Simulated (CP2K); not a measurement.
# C2H5BO (SMILES OB1CC1): a first try and a second

Aim: energy and gradient of C2H5BO at PM3.

Program for the calculation: CP2K 2026.2.

2 further runs of the same task are left out: 1 that didn't finish, 1 set aside as unsound or not needed.

## (1) The system as given

C2H5BO: 9 atoms, total charge 0, spin state singlet. As SMILES, `OB1CC1`. The shape is that of a GFN2-xTB optimisation.

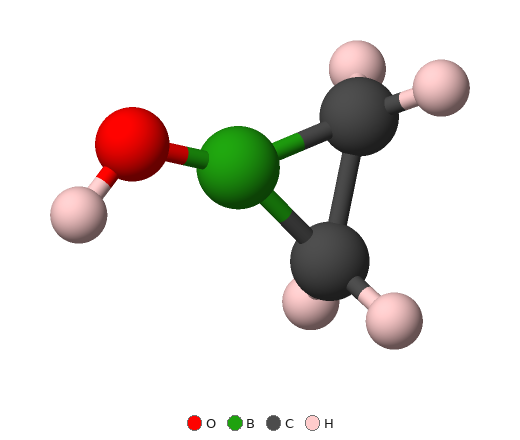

Viewed from a chosen angle; oxygen red, boron green, carbon dark grey, hydrogen pink.

## (2) The input as first written

molecule.inp reads:

```
&FORCE_EVAL
  METHOD Quickstep
  &DFT
    # Quickstep
    &QS
      METHOD PM3
      EPS_DEFAULT 1.0E-10
      &SE
        &COULOMB
          CUTOFF [angstrom] 50
          RC_RANGE [angstrom] 0
        &END COULOMB
        &EXCHANGE
          CUTOFF [angstrom] 50
          RC_RANGE [angstrom] 0
        &END EXCHANGE
      &END SE
    &END QS
    # cluster boundary conditions
    &POISSON
      PERIODIC NONE
      POISSON_SOLVER ANALYTIC
    &END POISSON
    # SCF settings
    &SCF
      SCF_GUESS ATOMIC
      EPS_SCF 1.0E-07
      MAX_SCF 32
      &OT
        MINIMIZER DIIS
        PRECONDITIONER FULL_SINGLE_INVERSE
      &END OT
      &OUTER_SCF
        EPS_SCF 1.0E-07
        MAX_SCF 2
      &END OUTER_SCF
    &END SCF
    &PRINT
      &MOMENTS
        PERIODIC F
        REFERENCE COM
        MAX_MOMENT 1
      &END MOMENTS
      &MO_CUBES
        NLUMO 3
        NHOMO -1
        WRITE_CUBE F
      &END MO_CUBES
      &HIRSHFELD OFF
      &END HIRSHFELD
    &END PRINT
  &END DFT
  # structure
  &SUBSYS
    &CELL
      ABC 16.4 15.6 16
      PERIODIC NONE
    &END CELL
    &COORD
      O     -1.281385     2.331280    -2.788612
      B     -0.368251     0.860638    -0.978595
      C      1.839176     0.165597     0.761541
      C     -0.678261    -1.338588     0.902609
      H     -2.975034     2.021516    -3.354680
      H      3.463698    -0.872128     0.084471
      H      2.317031     1.276472     2.407984
      H     -0.581034    -3.296967     0.323351
      H     -1.735940    -1.147801     2.641951
    &END COORD
    &TOPOLOGY
      &CENTER_COORDINATES
      &END CENTER_COORDINATES
    &END TOPOLOGY
  &END SUBSYS
  # extra output
  &PRINT
    &FORCES ON
    &END FORCES
  &END PRINT
&END FORCE_EVAL

&GLOBAL
  PROJECT molecule
  RUN_TYPE ENERGY_FORCE
  PRINT_LEVEL MEDIUM
&END GLOBAL
```

The run is started by

```
$ OMP_NUM_THREADS=1 cp2k.psmp molecule.inp > molecule.out
```

The program printed:

```text
CP2K| version string:                                       CP2K version 2026.2
[...]
 GLOBAL| Method name                                                        CP2K
[...]
 GLOBAL| Run type                                                   ENERGY_FORCE
[...]
                             - Atoms:                                          9
[...]
                             - Spherical basis functions:                     21
[...]
 Number of electrons:                                                         22
[...]
     1 OT DIIS     0.80E-01    0.0     0.35132577       -20.4758984988 -2.05E+01
[...]
    30 OT DIIS     0.80E-01    0.0     0.00000007       -23.0929946024 -6.89E-13
  *** SCF run converged in    30 steps ***
  Core-core repulsion energy [eV]:                            742.22133016090470
  Core Hamiltonian energy [eV]:                              -987.64848471235621
  Two-electron integral energy [eV]:                         -765.93037194410647
  Electronic energy [eV]:                                   -1370.61367068440950
  Total energy [eV]:                                         -628.39234052350469
  Atomic reference energy [eV]:                               663.86347373186140
  Heat of formation [kcal/mol]:                               817.98382881167572
[...]
 SE_DIPOLE| Moment [Debye]         -4.46391517       6.18080943      -7.92424219
 SE_DIPOLE| Derivative [a.u.]       0.00000000       0.00000000       0.00000000
 *** WARNING in qs_scf_post_se.F:140 :: Printing of MO cube files not ***
 *** implemented for Semi-Empirical method.                           ***
 ENERGY| Total FORCE_EVAL ( QS ) energy [hartree]            -23.092994602408250
 FORCES| Atomic forces [hartree/bohr]
 FORCES|   Atom     x               y               z               |f|
 FORCES|      1 -9.64064866E-02 -4.04791493E-02 -1.12280324E-02   1.05161024E-01
 FORCES|      2 -1.43844404E-02  2.02185413E-02 -2.58000581E-02   3.57958731E-02
 FORCES|      3  8.61113826E-02  3.42367590E-03  3.93567153E-02   9.47409247E-02
 FORCES|      4 -3.96919921E-02 -7.21426066E-02  4.70982811E-02   9.48591483E-02
 FORCES|      5  1.11823295E-01  1.87603759E-02  3.89293743E-02   1.19882848E-01
 FORCES|      6 -7.04237805E-02  4.78902009E-02  3.35312311E-02   9.15277208E-02
 FORCES|      7 -1.74979311E-02 -5.13291746E-02 -7.37741282E-02   9.15613661E-02
 FORCES|      8 -6.36282038E-03  8.63275661E-02  2.93419245E-02   9.13995770E-02
 FORCES|      9  4.68327731E-02 -1.26694295E-02 -7.74553077E-02   9.13955566E-02
 FORCES| Sum    -1.24900090E-16 -1.00613962E-16 -3.33066907E-16
 FORCES| Total atomic force                                       3.69671160E-16
[...]
```

Wall time 2.1 s (1 thread of Intel Xeon Platinum 8488C (Sapphire Rapids), shared host); peak memory 0.19 GiB.

## (3) Diagnosis

The run finished; that doesn't make the result usable.

The fault: numbers in bohr are read as ångström, which stretches the molecule by 1.89. As the program read them, the closest atoms are 1.81 Å apart, against 0.96 Å in the sound input.

## (4) Second attempt

molecule.inp reads:

```
&GLOBAL
  PROJECT_NAME molecule
  RUN_TYPE ENERGY_FORCE
  PRINT_LEVEL MEDIUM
&END GLOBAL

&FORCE_EVAL
  METHOD QUICKSTEP
  &DFT
    &QS
      METHOD PM3
      EPS_DEFAULT 1.0E-10
      &SE
        &COULOMB
          CUTOFF [angstrom] 50
          RC_RANGE [angstrom] 0
        &END COULOMB
        &EXCHANGE
          CUTOFF [angstrom] 50
          RC_RANGE [angstrom] 0
        &END EXCHANGE
      &END SE
    &END QS
    &POISSON
      PERIODIC NONE
      POISSON_SOLVER ANALYTIC
    &END POISSON
    ! self-consistent field
    &SCF
      SCF_GUESS ATOMIC
      EPS_SCF 1.0E-07
      MAX_SCF 30
      &OT
        MINIMIZER DIIS
        PRECONDITIONER FULL_SINGLE_INVERSE
      &END OT
      &OUTER_SCF
        EPS_SCF 1.0E-07
        MAX_SCF 5
      &END OUTER_SCF
    &END SCF
    &PRINT
      &MOMENTS
        PERIODIC F
        REFERENCE COM
        MAX_MOMENT 1
      &END MOMENTS
      &MO_CUBES
        NLUMO 3
        NHOMO -1
        WRITE_CUBE F
      &END MO_CUBES
      &HIRSHFELD OFF
      &END HIRSHFELD
    &END PRINT
  &END DFT
  ! structure
  &SUBSYS
    ! box in angstrom
    &CELL
      ABC 13.4 13 13.2
      PERIODIC NONE
    &END CELL
    &COORD
      SCALED T
      O    0.43974813   0.61455154   0.40249318
      B    0.47580858   0.55468769   0.47505530
      C    0.56298172   0.52639538   0.54481591
      C    0.46356604   0.46516615   0.55047121
      H    0.37286455   0.60194231   0.37980000
      H    0.62713545   0.48415385   0.51767273
      H    0.58185261   0.57161462   0.61082045
      H    0.46740560   0.38544846   0.52724924
      H    0.42179739   0.47293231   0.62020000
    &END COORD
  &END SUBSYS
  ! extra output
  &PRINT
    &FORCES ON
    &END FORCES
  &END PRINT
&END FORCE_EVAL
```

The run is started by

```
$ OMP_NUM_THREADS=1 cp2k.psmp -i molecule.inp -o molecule.out
```

The program printed:

```text
CP2K| version string:                                       CP2K version 2026.2
[...]
 GLOBAL| Method name                                                        CP2K
[...]
 GLOBAL| Run type                                                   ENERGY_FORCE
[...]
                             - Atoms:                                          9
[...]
                             - Spherical basis functions:                     21
[...]
 Number of electrons:                                                         22
[...]
     1 OT DIIS     0.80E-01    0.0     0.41606316       -20.1572808451 -2.02E+01
[...]
    23 OT DIIS     0.80E-01    0.0     0.00000010       -24.4952288292 -5.19E-13
  *** SCF run converged in    23 steps ***
  Core-core repulsion energy [eV]:                           1257.83374065332100
  Core Hamiltonian energy [eV]:                             -1044.29231144253868
  Two-electron integral energy [eV]:                        -1760.18100707001145
  Electronic energy [eV]:                                   -1924.38281497754451
  Total energy [eV]:                                         -666.54907432422340
  Atomic reference energy [eV]:                               663.86347373186140
  Heat of formation [kcal/mol]:                               -61.93142582435555
[...]
 SE_DIPOLE| Moment [Debye]          1.04162437       0.69733527      -0.11553589
 SE_DIPOLE| Derivative [a.u.]       0.00000000       0.00000000       0.00000000
 *** WARNING in qs_scf_post_se.F:140 :: Printing of MO cube files not ***
 *** implemented for Semi-Empirical method.                           ***
 ENERGY| Total FORCE_EVAL ( QS ) energy [hartree]            -24.495228829151905
 FORCES| Atomic forces [hartree/bohr]
 FORCES|   Atom     x               y               z               |f|
 FORCES|      1 -6.85570989E-04  9.98447587E-03 -9.76549863E-03   1.39830158E-02
 FORCES|      2 -2.13623861E-02  2.30923096E-03 -1.26875258E-02   2.49531040E-02
 FORCES|      3 -3.94166748E-02 -3.37712858E-02  1.14172758E-02   5.31462904E-02
 FORCES|      4  5.17519739E-02  2.07661251E-02  6.58023563E-03   5.61497841E-02
 FORCES|      5  1.40962698E-02 -7.26018415E-03  1.39009923E-02   2.10867893E-02
 FORCES|      6  6.22868809E-03  1.01797770E-03 -6.62394329E-03   9.14928733E-03
 FORCES|      7  1.92802304E-03  8.74963332E-03  1.77117345E-03   9.13293006E-03
 FORCES|      8 -4.33040475E-03 -4.53380457E-03 -6.23184499E-03   8.83989147E-03
 FORCES|      9 -8.20991811E-03  2.73783155E-03  1.63913545E-03   8.80824852E-03
 FORCES| Sum    -2.15105711E-16 -4.09394740E-16 -3.19189120E-16
 FORCES| Total atomic force                                       5.61921893E-16
[...]
```

It took 1.6 s on 1 thread of Intel Xeon Platinum 8488C (Sapphire Rapids), shared host; peak memory 0.19 GiB.

## (5) Outcome

Level: PM3.

| quantity | value |
| --- | --- |
| total energy | -24.49523 Eh |
| dipole moment | 1.26 D |
| heat of formation at this unrelaxed shape | -61.9 kcal/mol |
| largest force on an atom | 2.887 eV/Å |

The first attempt's energy was +38.157 eV off this one. The largest force is 2.89 eV/Å: the shape isn't a stationary point for this species at this level.
